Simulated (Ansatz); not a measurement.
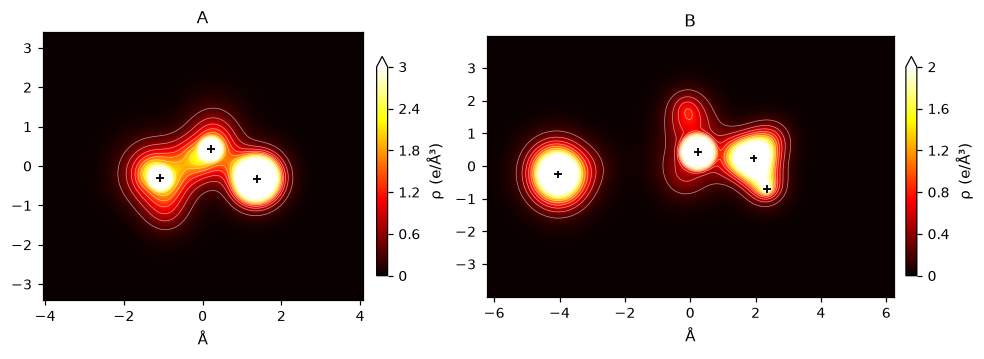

The electron density of 2 systems, each on a plane through atoms (crosses mark nuclei in the plane).

The calculation used RKS PBE0/def2-SVP in Ansatz 0.2.0.

System 1: C2H4F2O2, the plane of atoms C2, C3 and F5. 

```json
{"atom": "O", "x (Å)": "-0.9860", "y (Å)": "-1.4313", "z (Å)": "-0.3007"}
{"atom": "C", "x (Å)": "-0.1138", "y (Å)": "-0.7534", "z (Å)": "0.8526"}
{"atom": "C", "x (Å)": "0.1570", "y (Å)": "0.5728", "z (Å)": "0.2514"}
{"atom": "O", "x (Å)": "0.4451", "y (Å)": "0.4078", "z (Å)": "-1.0998"}
{"atom": "F", "x (Å)": "-0.8692", "y (Å)": "1.5153", "z (Å)": "0.2816"}
{"atom": "F", "x (Å)": "1.1647", "y (Å)": "1.1915", "z (Å)": "0.8884"}
{"atom": "H", "x (Å)": "-0.6261", "y (Å)": "-0.9331", "z (Å)": "-1.0838"}
{"atom": "H", "x (Å)": "-0.5968", "y (Å)": "-2.3143", "z (Å)": "-0.3458"}
{"atom": "H", "x (Å)": "-0.8596", "y (Å)": "-0.6281", "z (Å)": "1.6509"}
{"atom": "H", "x (Å)": "0.3266", "y (Å)": "1.2641", "z (Å)": "-1.5342"}
```

System 2: H5NSSi···HBr, the plane of atoms Si1, N5 and H9. 

| atom | x (Å) | y (Å) | z (Å) |
| --- | --- | --- | --- |
| Si | -0.0984 | -0.6134 | -0.2317 |
| S | 1.1620 | 0.8389 | 0.8074 |
| H | -1.2314 | 0.1289 | -0.8478 |
| H | 0.8588 | -1.1764 | -1.2209 |
| N | -0.7720 | -1.8839 | 0.7073 |
| H | 1.0078 | 2.3689 | -0.9785 |
| Br | 0.7142 | 3.2162 | -2.1126 |
| H | 0.1536 | 1.4317 | 1.4844 |
| H | -1.6149 | -1.7284 | 1.2491 |
| H | -0.1798 | -2.5823 | 1.1433 |

Question: Match each panel to its system.

Answer: Panel A is system 1, C2H4F2O2: the plane holds C and F. C–C (1.48 Å): the density is about 1.9 e/Å³ at the midpoint. Panel B is system 2, H5NSSi···HBr: the plane holds Si, N, Br and H. Si–N (1.72 Å): ρ is about 1.1 e/Å³ halfway.
